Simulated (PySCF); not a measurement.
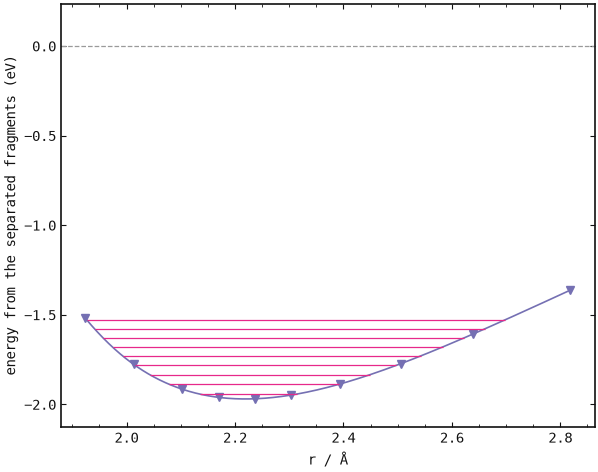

Bond curve of GaB, triplet (excess alpha electrons: σ +1, πy +1). r2SCAN0/def2-TZVPP in PySCF 2.14.0, UKS. One reference determinant with the occupation held, the lowest that a PBE0 search over spins and occupations found; no spin-orbit coupling. Zero is the separated fragments in their ground configurations, without counterpoise. 2 further points of the run are not drawn. Horizontal lines: vibrational levels from ωe and ωexe, starting at v = 0.

### What constants does a Dunham fit to the curve give (main isotopes)?

re = 2.219 Å, ωe = 443 cm⁻¹, ωexe = 2.8 cm⁻¹, De = 1.97 eV, Be = 0.361 cm⁻¹.

### How stiff is the bond?

The force constant is 1.10 mdyn/Å, which gives ωe = 443 cm⁻¹.

### How much does zero-point motion take off the well depth?

0.027 eV (221 cm⁻¹): De = 1.97 eV, D0 = 1.94 eV.

Caveats: lowest determinant of a PBE0 search, another state may lie lower; no scalar relativity; spin-orbit coupling is left out; it can lower the fragment Ga more than the molecule, and De with it.
